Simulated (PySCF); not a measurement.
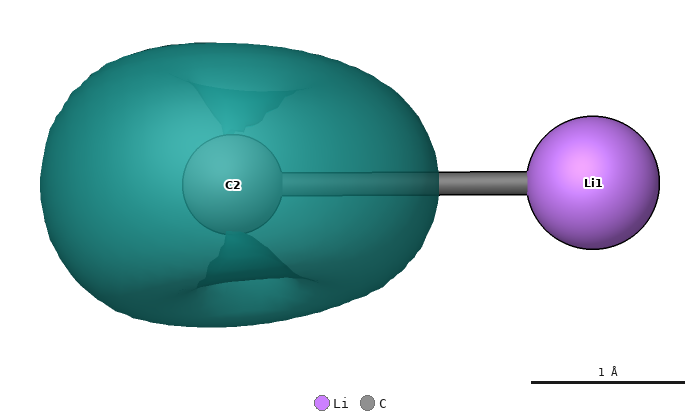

*LiC (charge +1, triplet). Isosurfaces of the spin density (α minus β) at +0.06 (teal) and −0.06 e/Å³ (pink), seen from one side.*

The calculation used PBE0/aug-pcseg-1, non-relativistic, at a bond length of 2.370 Å in PySCF 2.14.0.

```yaml
atoms:
  - { symbol: Li, position_ang: [0.0000, 0.0000, -1.4956] }
  - { symbol: C, position_ang: [0.0000, 0.0000, 0.8744] }
```

> Which atoms carry the spin?

The unpaired spin (2 electrons) lies mostly on C2 (about 1.9) and Li1 (about 0.1), in electrons by Hirshfeld's partition. Only one sign reaches the isovalue.
